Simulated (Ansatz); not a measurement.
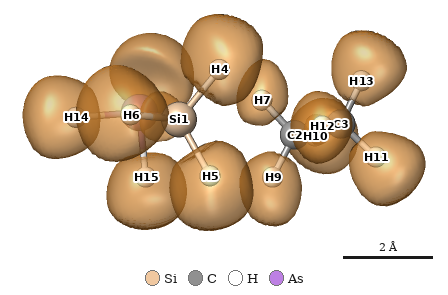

AsH5Si···C2H6. Isosurface of the ELF at 0.9 (orange), seen from one side. Only the valence region is drawn (cores and ρ < 0.01 e/Å³ removed).

Not at a stationary point (largest force 1.2 eV/Å).

The calculation used RHF/def2-SVP (Ansatz 0.2.0).

```xyz
15

Si   -1.3029   -0.0467    1.1992
C     1.0392    0.0355   -0.9697
C     0.2309    0.5279   -2.1644
H    -1.7484   -0.7263   -0.0343
H    -0.8496    1.3236    0.8859
H    -2.4859    0.0615    2.0876
H     0.5931   -0.8262   -0.4966
As    0.3333   -1.3274    2.2511
H     1.1805    0.8215   -0.2291
H     2.0365   -0.2795   -1.2873
H     0.7561    1.3285   -2.6889
H    -0.7437    0.9167   -1.8667
H     0.0589   -0.2776   -2.8815
H    -0.3403   -1.3585    3.6010
H     1.2422   -0.1731    2.5935
```

**Describe the localisation domains.**

At this value the surface marks out one region between bonded As–Si atoms (shared pairs), one region between bonded C–C atoms (shared pairs), eleven regions around hydrogen nuclei and one lobe on As, pointing away from the bonds (lone pairs). Profiles from the grid: Si1···H7 (2.66 Å): the ELF dips to about 0.05 between them. C–C (1.52 Å): the ELF peaks at about 1 between the atoms: localised, covalent bonding.
